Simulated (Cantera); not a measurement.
Charge: 1 mol CH₂F₂, 0.13 mol HCl, at 1850 K.

Method: chemical equilibrium by Gibbs-energy minimisation in Cantera with the NASA 1993 tables (ideal gas, pure condensed phases). Candidate condensed phases: C, C₆H₆, C₇H₈, C₈H₁₈; 118 gas species. The numbers say what is thermodynamically allowed, not how fast it happens.

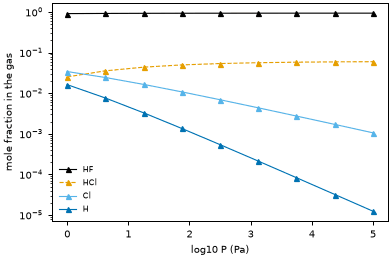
Figure: Equilibrium gas composition (values under 1e-9 drawn at 1e-9)

**Question.** Read off the mole fractions at 1.00e-5 bar.

**Answer.** HF about 0.91, Cl about 0.034, HCl about 0.025, H about 0.016.
